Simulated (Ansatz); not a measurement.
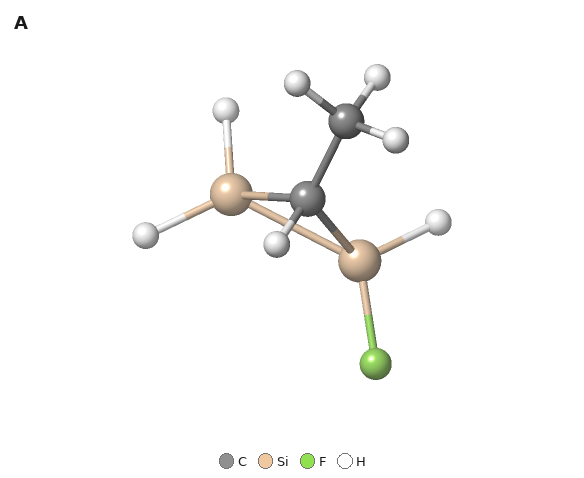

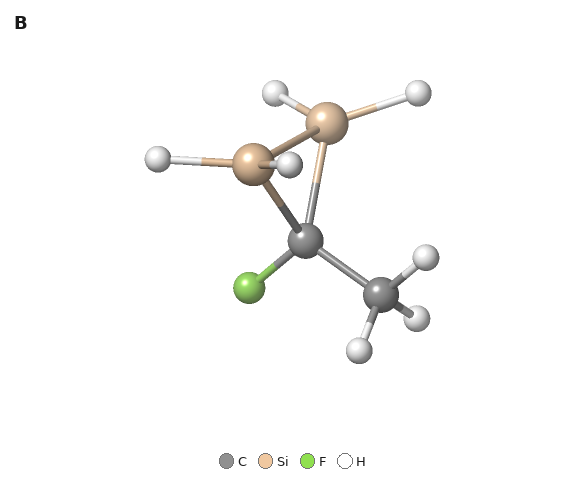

2 stationary structures of one formula. Geometries: PBE-D4/def2-SVP. Electronic energies: PBE-D4/def2-SVP (Ansatz 0.2.0), without zero-point energy. No frequency run is at hand to confirm each as a minimum.

> Are they conformers, stereoisomers or constitutional isomers?

They are constitutional isomers of C2H7FSi2: A `C[C@H]1[SiH2][Si@@H]1F`, B `CC1(F)[SiH2][SiH2]1`.

> Which is lowest in energy, and by how much?

A is lowest; B lies 1.936 eV above it.
